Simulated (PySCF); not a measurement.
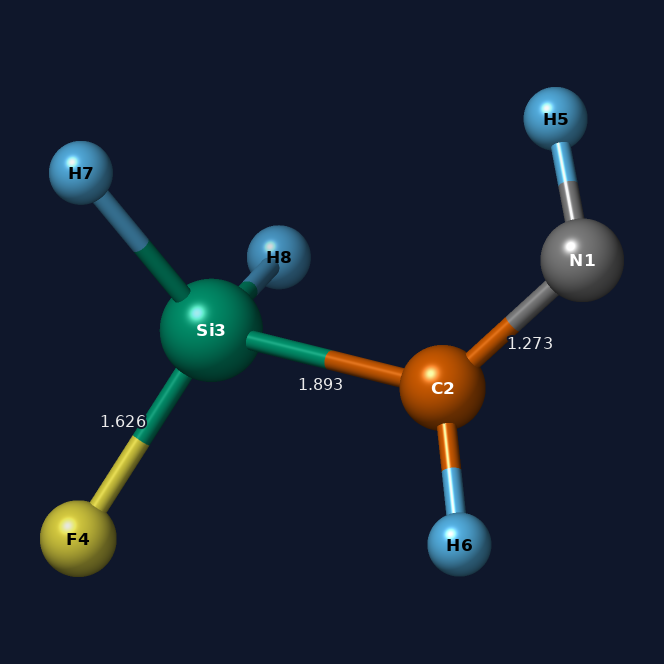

The numbers beside the sticks are distances in Å. Sticks don't show bond order. Computed geometry: PBE0-D3(BJ)/def2-SVP optimisation. No frequency run is at hand to confirm it as a minimum.

**Assign a bond order to each marked bond.**

N1–C2 double; C2–Si3 single; Si3–F4 single.

**Write the SMILES.**

[H]/N=C\[SiH2]F
